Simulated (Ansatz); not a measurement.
**Hf2COF MXene monolayer in a perpendicular field**

Wanted: the out-of-plane response of the Hf2COF MXene monolayer. A positive field points along +c.

Calculated with Ansatz 0.2.0; plane-wave DFT, PBE-D3(BJ), Ansatz PAW (set soft_1); PAW set soft_1.

### Step 1. Starting point

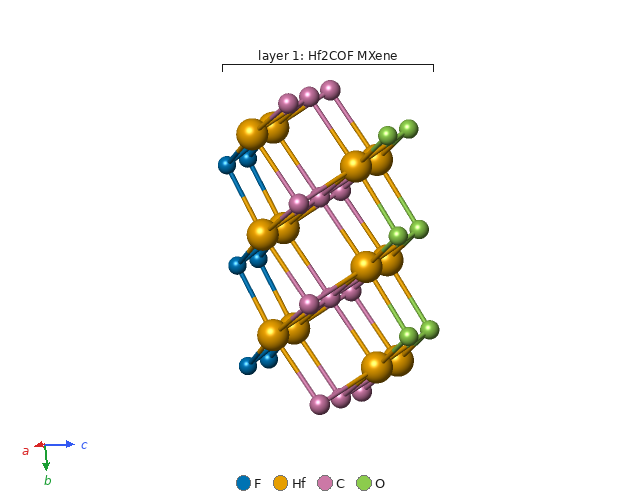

The starting structure, seen from the side, with the c axis across the page (fluorine blue, hafnium orange, carbon pink, oxygen green). 2×3×1 cells are drawn. Some periodic images of atoms are drawn too.

The cell holds 5 atoms: 1 F, 2 Hf, 1 C and 1 O. Its edges and angles: a = 3.289 Å, b = 3.289 Å, c = 40.572 Å, α = 90.0°, β = 90.0°, γ = 120.0°. Vacuum lies along c.

### Step 2. Relaxation

The starting cell is a guess, so the in-plane lattice and the atoms are relaxed first, with the slab cut off from its images along the normal.

input.yaml

```yaml
crystal:
  lattice:
    - [3.289, 0.0, 0.0]
    - [-1.6445, 2.848357553, 0.0]
    - [0.0, 0.0, 40.5718145983]
  atoms:
    - { symbol: F, position: [0.3333333333, 0.6666666667, 0.4411929853] }
    - { symbol: Hf, position: [0.6666666667, 0.3333333333, 0.4657812231], spin: 1.0 }
    - { symbol: C, position: [0.0, 0.0, 0.4977677583] }
    - { symbol: Hf, position: [0.3333333333, 0.6666666667, 0.5297542934], spin: 1.0 }
    - { symbol: O, position: [0.6666666667, 0.3333333333, 0.5588070147] }
  periodic: [true, true, false]
magnetization:
  spin_polarized: true
kpoints:
  mp_grid: { grid: [12, 12, 1] }
hamiltonian:
  xc: pbe
  dispersion: d3bj
  pseudopotentials: { kind: paw, azcp: { folder: soft_1 } }
scf:
  occupations: { method: fermi_dirac, width: 0.05 }
  convergence: { dr2_threshold: 1.0e-09 }
relax:
  f_tol: 0.004
  max_steps: 90
  cell: {}
output:
  write_potential: true
  write_density: true
  volumetric_format: npy
```

Command:

```
ansatz run input.yaml --threads 2 --pin off --max-ram 3072MiB --backend cpu --events-out ev --progress --plain --runs-dir out
```

Planned after this: atoms held, field 0; atoms held, field 0.1 V/Å; single point, field -0.1 V/Å; response, atoms held. Settings of the main run: cutoff 420 eV, 18×18×1 k-mesh, smearing width 0.02585 eV, 1 layers, stack Hf2COF MXene monolayer, PAW set soft 1.

Before running: what should come out for the step between the vacuum levels; and equivalent conductor thickness, atoms held?

An odd count of 69 valence electrons without spin polarisation leaves states at the Fermi level. The induced dipole equals that of a perfect conductor 5.54 Å thick, while the outer atoms lie 4.93 Å apart. The two faces differ: the vacuum level above lies 1.83 eV higher than the one below.

| Item | Value |
| --- | --- |
| gap without field | none |
| work function, upper face | 5.15 eV |
| step between the vacuum levels | 1.83 eV |
| equivalent conductor thickness, atoms held | 5.54 Å |

There is no gap over 0.03 eV, with or without the field. The first relaxation ran with spin and lost its moment, and the later runs have none; other magnetic states were not tried. Spin-orbit coupling is left out, which matters for the bands of elements this heavy. The MXene's terminations sit over the metal atoms of its far layer; the site over carbon or nitrogen, which some compounds prefer, was not run.

[Logs are printed without paths, hosts, clocks, repeated set-up lines and the standing remarks that a program may print on its own settings, such as how far it seeks lower states.]

[Hosts, paths, dates, database ids (printed as entryN), source tags and the programs' standing remarks are cut or masked in the printed files.]

[Maps of the electrostatic potential energy from Ansatz leave out the sawtooth potential of an applied field or a dipole correction, so their vacuum need not be flat; planar profiles and work functions include it.]
